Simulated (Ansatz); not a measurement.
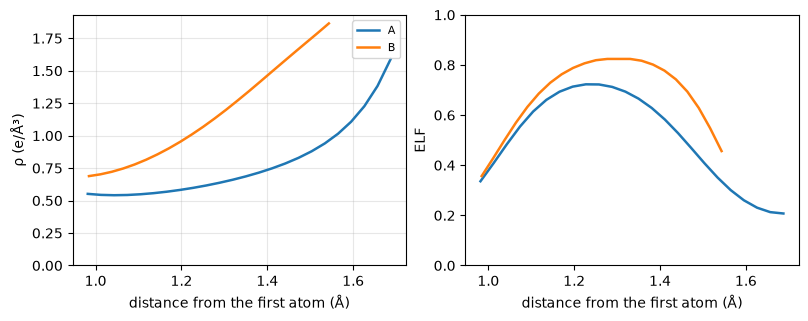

*Cl₂GaI. Electron density and electron localisation function along straight lines between neighbouring atoms. The curves leave out the atomic cores.*

Geometry: PBE0-D4/def2-SVP; core potentials replace the inner electrons of I.

Theory: RKS PBE0-D4/def2-TZVP in Ansatz 0.2.0.

Which curve belongs to which contact (Ga–Cl and Ga–I)? The first atom named is at distance zero.

Answer. Curve A: Ga–I (2.45 Å): ρ at the midpoint is about 0.6 e/Å³; the ELF peaks at about 0.70 in the valence shell of I, 1.2 Å from its nucleus, and is about 0.70 at the midpoint. Curve B: Ga–Cl (2.13 Å): ρ is about 0.75 e/Å³ halfway; the ELF peaks at about 0.80 in the valence shell of Cl, 0.9 Å from its nucleus, and is about 0.55 at the midpoint.
